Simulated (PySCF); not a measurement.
## Electronic structure of LiBe (charge +1) in real space

| atom | x (Å) | y (Å) | z (Å) |
| --- | --- | --- | --- |
| Li | 0.0000 | 0.0000 | -1.4658 |
| Be | 0.0000 | 0.0000 | 1.1412 |

These are results of PySCF, PBE0/aug-cc-pVDZ(-PP), non-relativistic Hamiltonian with scalar-relativistic core potentials where named, at a bond length of 2.607 Å, not measurements.

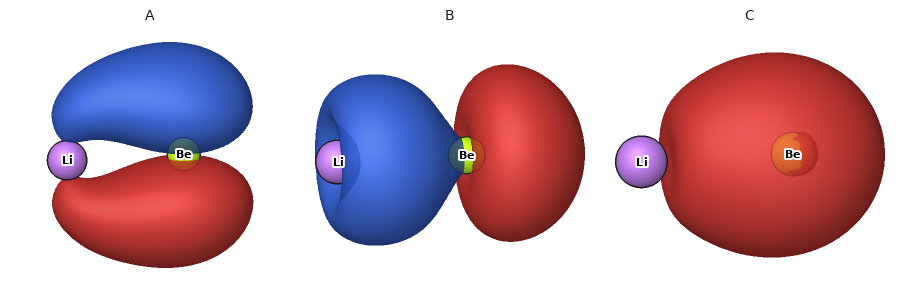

Figure 1. Three frontier orbitals, each drawn at the value that holds 80 % of its norm (red and blue are the two phases), in no order; of a degenerate pair one member is drawn.

> Label each orbital by symmetry, say whether it is occupied, and order them by energy.

Orbital C: σ, occupied, −12.15 eV; mainly on Be (85 %).
Orbital B: σ, empty, −7.11 eV; mainly on Be (75 %).
Orbital A: π, empty, −6.36 eV; mainly on Be (80 %).

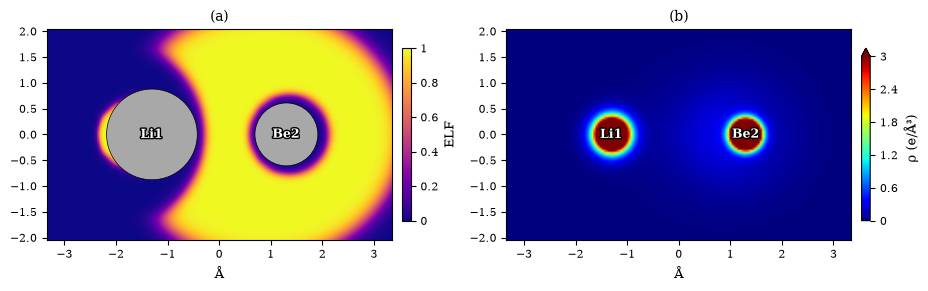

Figure 2. (a) electron localisation function; (b) electron density on a plane that holds the molecular axis. Grey discs cover the atomic cores in the ELF map.

> What does the map show?

- The section cuts through Li and Be sites.
- Li–Be (2.61 Å): the density is about 0.14 e/Å³ at the midpoint; the ELF peaks at about 1 between the atoms.

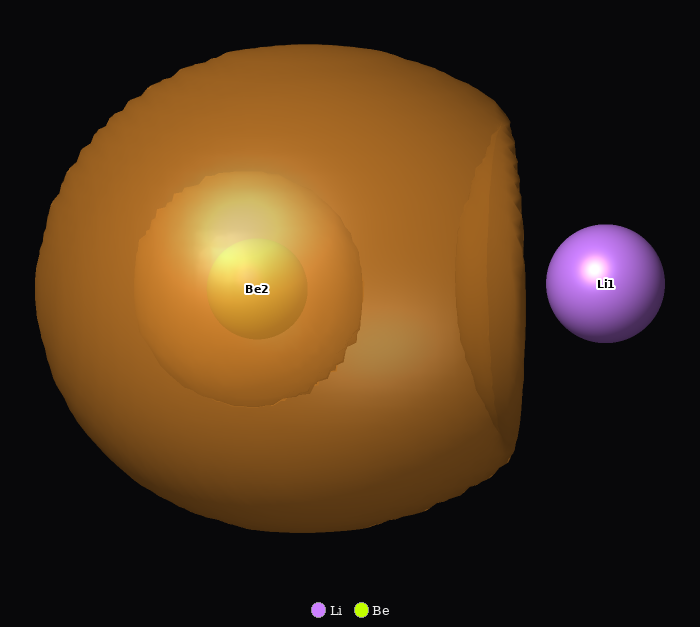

Figure 3. Isosurface of the electron localisation function at 0.85 (orange), seen from one side. Core shells and regions of very low density are left out.

> Where are the electrons localised?

The ELF exceeds this value in one region wrapped around Be (its valence shell).
